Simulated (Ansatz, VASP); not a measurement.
# Cross-check of NbTe2 between VASP and Ansatz

One calculation is typed for both programs; each brings its own data sets. How far apart do they land? Valence electrons are named where the data sets of a main pair hold unlike numbers.

Calculated with Ansatz 0.2.0; plane waves, with VASP 6.6.1 beside it; single point at LDA and band structure at LDA.

### Step 1. Starting point

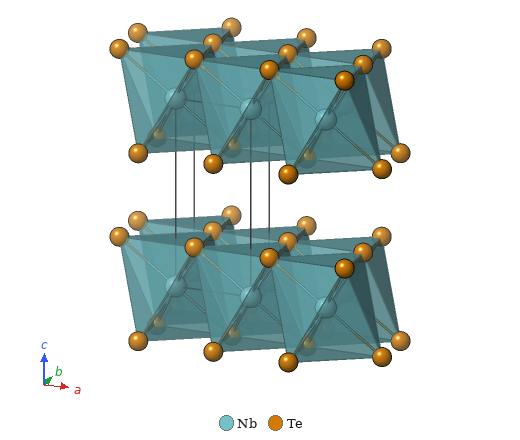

The starting structure, seen slightly off an axis (niobium teal, tellurium orange). 2×1×1 cells are drawn. Some periodic images of atoms are drawn too.

### Step 2. VASP: single point, LDA

With cell and atoms fixed, the geometry can't cause a difference; cores, projectors, grids and the points listed under the comparison can.

Lines of VASP's logs that name or quote its potential files are left out, and so is its time.

Input file INCAR:

```
SYSTEM = NbTe2
PREC = Accurate
ENCUT = 400
EDIFF = 1E-06
NELM = 100
ISMEAR = -1
SIGMA = 0.05
LREAL = .FALSE.
ALGO = Normal
GGA = CA
NBANDS = 18
LASPH = .TRUE.
LORBIT = 11
LWAVE = .FALSE.
LCHARG = .TRUE.
ISIF = 2
LELF = .TRUE.
LVHAR = .TRUE.
```

Input file POSCAR:

```
NbTe2
1.0
    3.7204640793      0.0000000000      0.0000000000
   -1.8602320397      3.2220164065      0.0000000000
    0.0000000000      0.0000000000      7.1482664684
Nb Te
1 2
Direct
    0.0000000000      0.0000000000      0.0000000000
    0.6666666700      0.3333333300      0.7456322300
    0.3333333300      0.6666666700      0.2543677700
```

Input file KPOINTS:

```
Automatic mesh
0
Gamma
7 7 3
0 0 0
```

Potentials, in the order of the species: Nb_sv and Te (LDA family, release 64).

Launch:

```bash
$ mpirun -np 4 vasp_std
```

Numbers of over 12 decimals in the logs are rounded to 6 here.

The log of the run:

```text
[banner, memory and clock lines left out]
running    4 mpi-ranks, on    1 nodes
 distrk:  each k-point on    4 cores,    1 groups
 distr:  one band on    1 cores,    4 groups

 POSCAR found type information on POSCAR NbTe
 POSCAR found :  2 types and       3 ions
 LDA part: xc-table for (Slater(with rela. corr.)+CA(PZ))
 , standard interpolation
|                                                                             |
|           W    W    AA    RRRRR   N    N  II  N    N   GGGG   !!!           |
|           W    W   A  A   R    R  NN   N  II  NN   N  G    G  !!!           |
|           W    W  A    A  R    R  N N  N  II  N N  N  G       !!!           |
|           W WW W  AAAAAA  RRRRR   N  N N  II  N  N N  G  GGG   !            |
|           WW  WW  A    A  R   R   N   NN  II  N   NN  G    G                |
|           W    W  A    A  R    R  N    N  II  N    N   GGGG   !!!           |
|                                                                             |
|     The number of bands has been changed from the values supplied in        |
|     The orbitals not found in the WAVECAR file will be initialized with     |
|     random numbers, which is usually adequate. For correlated               |
|     calculations, however, you should redo the groundstate calculation.     |
|     I found NBANDS = 18. Now, NBANDS = 20.                                  |
|                                                                             |

 POSCAR, INCAR and KPOINTS ok, starting setup
 FFT: planning ... GRIDC
 FFT: planning ... GRID_SOFT
 FFT: planning ... GRID
 WAVECAR not read
 entering main loop
       N       E                     dE             d eps       ncg     rms          rms(c)
DAV:   1     0.153700175830E+03    0.15370E+03   -0.96823E+03   832   0.889E+02
DAV:   2    -0.110498680981E+02   -0.16475E+03   -0.16105E+03  1132   0.297E+02
DAV:   3    -0.205553741986E+02   -0.95055E+01   -0.94113E+01  1308   0.576E+01
DAV:   4    -0.209360676996E+02   -0.38069E+00   -0.37841E+00  1184   0.115E+01
DAV:   5    -0.209505811939E+02   -0.14513E-01   -0.14500E-01  1220   0.219E+00    0.971E+00
DAV:   6    -0.203538947630E+02    0.59669E+00   -0.63863E+00  1200   0.139E+01    0.631E+00
DAV:   7    -0.201113275390E+02    0.24257E+00   -0.18954E+00  1120   0.698E+00    0.284E+00
DAV:   8    -0.200641483878E+02    0.47179E-01   -0.17369E-01  1228   0.278E+00    0.689E-01
DAV:   9    -0.200628230903E+02    0.13253E-02   -0.10952E-02  1000   0.616E-01    0.388E-01
DAV:  10    -0.200625625669E+02    0.26052E-03   -0.11470E-03  1232   0.262E-01    0.133E-01
DAV:  11    -0.200625178764E+02    0.44691E-04   -0.29994E-04  1088   0.128E-01    0.499E-02
DAV:  12    -0.200625182303E+02   -0.35390E-06   -0.31011E-05   948   0.360E-02    0.167E-02
DAV:  13    -0.200625181681E+02    0.62163E-07   -0.36542E-06   924   0.111E-02
   1 F= -.20062518E+02 E0= -.20051664E+02  d E =-.217081E-01
```

From OUTCAR (step 2):

```text
ion  position               nearest neighbor table
   1  0.000  0.000  0.000-   2 2.81   3 2.81   3 2.81   2 2.81   2 2.81   3 2.81
   2  0.667  0.333  0.746-   1 2.81   1 2.81   1 2.81
   3  0.333  0.667  0.254-   1 2.81   1 2.81   1 2.81

  LATTYP: Found a hexagonal cell.
 ALAT       =     3.7204640793
 C/A-ratio  =     1.9213373160

 Subroutine GETGRP returns: Found 12 space group operations
 (whereof 12 operations were pure point group operations)

The static configuration has the point symmetry D_3d.

 Found     20 irreducible k-points:

   k-points           NKPTS =     20   k-points in BZ     NKDIM =     20   number of bands    NBANDS=     20

   dimension x,y,z NGX =    24 NGY =   24 NGZ =   48
   dimension x,y,z NGXF=    48 NGYF=   48 NGZF=   96

   ENCUT  =  400.0 eV  29.40 Ry    5.42 a.u.   6.07  6.07 11.66*2*pi/ulx,y,z

   NELECT =      25.0000    total number of electrons

 k-points in reciprocal lattice and weights: Automatic mesh
   0.00000000  0.00000000  0.00000000       0.007
   0.14285714 -0.00000000  0.00000000       0.041
   0.28571429  0.00000000  0.00000000       0.041
   0.42857143 -0.00000000  0.00000000       0.041
   0.14285714  0.14285714  0.00000000       0.041
   0.28571429  0.14285714  0.00000000       0.082
   0.42857143  0.14285714  0.00000000       0.041
   0.28571429  0.28571429  0.00000000       0.041
   0.00000000  0.00000000  0.33333333       0.014
[...]
0.42857143  0.14285714  0.33333333       0.082
   0.28571429  0.28571429  0.33333333       0.082

 average (electrostatic) potential at core
       1 -82.1226       2 -88.1715       3 -88.1715

 E-fermi :   6.9156

 k-point     1 :       0.0000    0.0000    0.0000
  band No.  band energies     occupation
    ...
      9       4.7117      2.00000
     10       6.2554      2.00000
     11       6.4374      1.99986
     12       6.8899      1.25157
     13       6.8899      1.25157
     14       7.8456      0.00000
     15       7.8456      0.00000
     16      10.3828      0.00000
     17      10.3828      0.00000
     18      11.9593      0.00000
    ...

 k-point     2 :       0.1429   -0.0000    0.0000
  band No.  band energies     occupation
    ...
      9       4.7900      2.00000
     10       5.5727      2.00000
     11       6.3633      1.99997
     12       6.3949      1.99994
     13       6.5347      1.99902
     14       7.6487      0.00000
     15       8.1778      0.00000
     16       9.7067      0.00000
     17      10.2590      0.00000
     18      12.8085      0.00000
    ...

 k-point     3 :       0.2857    0.0000    0.0000
  band No.  band energies     occupation
    ...
      9       3.5542      2.00000
     10       4.7548      2.00000
     11       5.5272      2.00000
     12       5.9879      2.00000
     13       6.3034      1.99999
     14       7.9203      0.00000
     15       8.2032      0.00000
     16      10.1822      0.00000
     17      10.3967      0.00000
     18      12.5141      0.00000
    ...

  Total       -2.9978153     -2.9978153     -2.3516227      0.0000000      0.0000000      0.0000000
  in kB      -56.0518378    -56.0518378    -43.9696116      0.0000000      0.0000000      0.0000000
  external PRESSURE =     -52.0244291 kB  Pullay stress =       0.0000000 kB

  energy-cutoff  :      400.00
  volume of cell :       85.69
      direct lattice vectors                 reciprocal lattice vectors
     3.720464079  0.000000000  0.000000000     0.268783673  0.155182326  0.000000000
    -1.860232040  3.222016406  0.000000000     0.000000000  0.310364652  0.000000000
     0.000000000  0.000000000  7.148266468     0.000000000  0.000000000  0.139894057

 POSITION                                       TOTAL-FORCE (eV/Angst)
 -----------------------------------------------------------------------------------
      0.00000      0.00000      0.00000         0.000000      0.000000      0.000000
      1.86023      1.07401      5.32998        -0.000000      0.000000      0.272869
     -0.00000      2.14801      1.81829         0.000000     -0.000000     -0.272869
 -----------------------------------------------------------------------------------
    total drift:                                0.000000      0.000000      0.000000

  FREE ENERGIE OF THE ION-ELECTRON SYSTEM (eV)
  ---------------------------------------------------
  free  energy   TOTEN  =       -20.0625181681 eV

  energy  without entropy=      -20.0408100470  energy(sigma->0) =      -20.05166411

 total charge
# of ion       s       p       d       tot
------------------------------------------
    1        2.148   5.995   2.437  10.580
    2        1.389   1.979   0.051   3.419
    3        1.389   1.979   0.051   3.419
--------------------------------------------------
tot          4.927   9.952   2.540  17.418

[... 3 further parts left out ...]
```

This run has no spin polarisation. Its electron count is odd, so without a moment it is a metal by construction. The k-mesh is coarse for a metal. At this level the cell is under a tension of 5.2 GPa, so at these settings it is away from equilibrium.

### Step 3. Ansatz: single point, LDA

Ansatz runs on its default PAW (the set named soft_2) files.

The same cell, functional (in two slightly different forms), mesh and smearing now go to Ansatz, which takes its cutoff from its data sets.

Input file input.yaml:

```yaml
crystal:
  lattice:
    - [3.7204640793, 0.0, 0.0]
    - [-1.8602320397, 3.2220164065, 0.0]
    - [0.0, 0.0, 7.1482664684]
  atoms:
    - { symbol: Nb, position: [0.0, 0.0, 0.0] }
    - { symbol: Te, position: [0.66666667, 0.33333333, 0.74563223] }
    - { symbol: Te, position: [0.33333333, 0.66666667, 0.25436777] }
hamiltonian:
  xc: lda
  pseudopotentials: { kind: paw }
kpoints:
  mp_grid: { grid: [7, 7, 3] }
scf:
  occupations: { method: fermi_dirac, width: 0.05 }
  n_extra_bands: 4
output:
  forces: true
  stress: true
  eigenvalues: true
```

Launch:

```bash
$ ansatz run input.yaml --threads 2 --pin off --max-ram 4608MiB --backend cpu --events-out ev --progress --plain --runs-dir out
```

The log of the run:

```text
scf.n_extra_bands = 4 over 23 filled bands (N_el = 45.0): the run solves 27 bands
Engine: ansatz 0.2.0, x86_64-unknown-linux-gnu
Pseudopotentials: kind: paw
Pseudopotential: Nb, paw, valence charge 13, recommended cutoff 420 eV (normal), Nb.paw.azcp
Pseudopotential: Te, paw, valence charge 16, recommended cutoff 420 eV (normal), Te.paw.azcp
Functional definition: SPW92
  exchange = slater_x
  correlation = pw_c
Crystal: 3 atoms, lattice volume = 85.689 Å³
Basis set: ecut = 420 eV, 1703 PW (Γ)
Bands: 27, of which v1, the nominal top of the filled ones, is band 23 counted from 1 (22 counted from 0)
Symmetry: 12 space group operations
Space group: P-3m1 (ITA 164), of the structure as read, at distance tolerance 4.4e-5 Å
k-points: 20 of 147
Non-local potential: Nb, projectors of the file, l = 0: 3, l = 1: 2, l = 2: 2, l = 3: 1
Non-local potential: Te, projectors of the file, l = 0: 2, l = 1: 2, l = 2: 2, l = 3: 2
PAW form: soft (Blöchl's): semilocal exchange-correlation on the pseudo side does not see the compensation charge
PAW frozen core: Nb, regenerated for the run's functional, and the local potential with it (the file was generated under x = pbe(κ = 0.804, μ = 0.219515), c = pbe(β = 0.066725))
PAW frozen core: Te, regenerated for the run's functional, and the local potential with it (the file was generated under x = pbe(κ = 0.804, μ = 0.219515), c = pbe(β = 0.066725))
PAW one-centre angular grid: Nb, 590 points (default); XC on 64 Gauss nodes
PAW one-centre angular grid: Te, 590 points (default); XC on 64 Gauss nodes
Initial density: superposition of atomic densities (neutral atoms: chi_scale 0, normalization atom), corrected by the library's trained network
Initial wavefunctions: pseudopotential atomic-orbital guess
Functional: x = slater, c = lda
SCF iter   1: F=—  HF=-18098.191000 eV  |F-HF|=—  |Δ(HF+E_count)|=         —  Δρ=5.31e-3  dr2=1.00e-2  ethr=1.77e-3  ⟨swp⟩=6.2  Hψ=2458  notcnv=0
preconditioner: auto → LDOS  [metal: Δε(μ)=0.058 eV  Ē_g=6.621 eV  σ=0.050 eV  W_gap=0.28  n_scr=22 (ndim 8)  ℏωp=16.5 eV  f_vac=0.034  D(μ)=2.79/eV (n_scr^D=22)  β→1.0]
SCF iter   2: F=—  HF=-18098.187461 eV  |F-HF|=—  |Δ(HF+E_count)|=   3.54e-3  Δρ=1.30e-3  dr2=1.28e-3  ethr=2.23e-5  ⟨swp⟩=2.0  Hψ=1192  notcnv=0
SCF iter   3: F=—  HF=-18098.187054 eV  |F-HF|=—  |Δ(HF+E_count)|=   4.07e-4  Δρ=5.02e-4  dr2=3.36e-4  ethr=2.84e-6  ⟨swp⟩=2.0  Hψ=969  notcnv=0
SCF iter   4: F=—  HF=-18098.186978 eV  |F-HF|=—  |Δ(HF+E_count)|=   7.65e-5  Δρ=1.57e-4  dr2=2.45e-5  ethr=7.46e-7  ⟨swp⟩=2.0  Hψ=966  notcnv=0
SCF iter   5: F=—  HF=-18098.186972 eV  |F-HF|=—  |Δ(HF+E_count)|=   5.47e-6  Δρ=4.45e-5  dr2=1.39e-6  ethr=5.44e-8  ⟨swp⟩=2.0  Hψ=973  notcnv=0
SCF iter   6: F=—  HF=-18098.186972 eV  |F-HF|=—  |Δ(HF+E_count)|=   3.30e-7  Δρ=1.34e-5  dr2=1.82e-7  ethr=3.10e-9  ⟨swp⟩=2.0  Hψ=962  notcnv=0
SCF iter   7: F=-18098.186972 eV  HF=-18098.186972 eV  |F-HF|=3.78e-10  |Δ(HF+E_count)|=   2.01e-8  Δρ=2.08e-6  dr2=2.92e-9  ethr=2.22e-10  ⟨swp⟩=5.6  Hψ=2080  notcnv=0
SCF 1 converged in 7 iterations: F = -18098.186972 eV  dr2 = 2.92e-9
  greatest PAW one-centre occupation: 0.999 electrons in one spin orbital (limit 2), on the Te atom at site 2 (counted from 0), in its partial waves of l = 2
SCF converged after 7 iterations
Free energy (F): -18098.186972 eV
Harris-Foulkes:  -18098.186972 eV  (|F-HF|=3.78e-10)
Internal energy: -18098.165110 eV  (E = F + TS)
E sigma→0 (E₀):  -18098.176041 eV
Entropy (-TS):   -0.021862 eV (-7.287 meV/atom)
Fermi energy:    10.381934 eV
--- Per-component energies (eV) ---
  E_band       = -643.667459
  E_kinetic    = 755.696594
  E_local      = -3726.772929  (includes V_loc(G=0)·N_el)
  E_nonlocal   = -484.581928
  E_hartree    = 2054.872246
  E_xc         = -421.020022
  E_vxc        = -420.946936  (∫ρ·V_xc dr)
  E_paw        = -11985.801220  (= ΣΔE_a)
  E_vpaw       = -876.804609  (= ΣTr[D̂ρ^β])
  E_aug_tail   = -0.000357  (compensation charges beyond the density's cutoff)
  E_ewald      = -4292.340511
  E_core_change = 1.783017  (= ΣΔE_core)
  E_smearing   = -0.021862  (= −TS)
  E_closure    = 0.000000  (closes the sum)
  Σ components = -18098.186972   (vs F -18098.186972, Δ=0.00e0)
--- Forces (eV/Å), atoms counted from 1 ---
  atom   1  Nb     0.00000000    -0.00000000     0.00000000
  atom   2  Te     0.00000000     0.00000000     0.29603162
  atom   3  Te    -0.00000000    -0.00000000    -0.29603162
  max |Σ_I F_I| component: 1.16e-18 eV/Å
--- Stress (GPa, compression-positive) ---
       -5.515722       0.000000      -0.000000
       -0.000000      -5.515722      -0.000000
       -0.000000      -0.000000      -4.360015
  P = ⅓ Tr σ = -5.1305 GPa (-51.305 kbar)
--- Band table (eV; the first three rows and the last of 20) ---
  k-point 0: bands = [... 19 lower, 9.7092, 9.9069, 10.3629, 10.3629, 11.2994, 11.2994, 13.8375, 13.8375]
  k-point 1: bands = [... 19 lower, 8.2016, 10.3590, 10.3590, 10.7021, 11.1904, 11.1904, 14.0324, 14.0324]
  k-point 2: bands = [... 19 lower, 9.0341, 9.8326, 9.8483, 10.0000, 11.1089, 11.6359, 13.1708, 13.7173]
  k-point 19: bands = [... 19 lower, 7.3553, 7.8186, 7.9773, 10.9877, 11.1528, 11.8280, 12.9645, 14.0270]
```

It took 1.2 s on 2 threads of Intel Xeon Platinum 8488C (Sapphire Rapids), shared host; peak memory 0.43 GiB; 2.1 s of CPU time.

The run ends at a pressure of -5.13 GPa, with forces up to 0.30 eV/Å.

### Step 4. Comparison

Known differences besides the potentials themselves: the two LDA forms differ slightly; the data sets hold 45 valence electrons in Ansatz (on its default PAW (the set named soft_2) files) and 25 in VASP; the cutoff is 420 eV in Ansatz and 400 eV in VASP; VASP's log shows a relativistic correction to its local exchange, Ansatz's none. Total energies have different zeros and are not compared.

The two programs side by side:

| quantity | Ansatz | VASP | difference |
| --- | --- | --- | --- |
| pressure (GPa) | -5.13 | -5.20 | +0.07 |

Forces (eV/Å; atoms numbered as in POSCAR):

| atom | Ansatz x, y, z | VASP x, y, z |
| --- | --- | --- |
| Nb1 | 0.000, 0.000, 0.000 | 0.000, 0.000, 0.000 |
| Te2 | 0.000, 0.000, 0.296 | 0.000, 0.000, 0.273 |
| Te3 | 0.000, 0.000, -0.296 | 0.000, 0.000, -0.273 |

The forces differ by 11 meV/Å r.m.s., which is 8.5 % of the r.m.s. force of 0.129 eV/Å (both taken over all components). Ansatz's pressure holds a Pulay correction of 0.03 GPa; VASP's holds none.

### Step 5. Other set-ups

Further runs change the set-up of one program: Ansatz's method, potentials or start, or VASP's data sets, cutoff or form of LDA. The table gives Ansatz less VASP for each quantity, since a change that brings one quantity closer may part another.

| run | r.m.s. force difference (meV/Å) | pressure (GPa) |
| --- | --- | --- |
| as above | 11 | 0.072 |
| Ansatz's all-electron LAPW method | 10 | 0.084 |

[end of part 1 of 2]

[Lines on the potential files, build, host, timing and source positions are cut from VASP's logs without a mark.]

[Logs are printed without paths, hosts, clocks, repeated set-up lines and the standing remarks that a program may print on its own settings, such as how far it seeks lower states.]

[Hosts, paths, dates, database ids (printed as entryN), source tags and the programs' standing remarks are cut or masked in the printed files.]
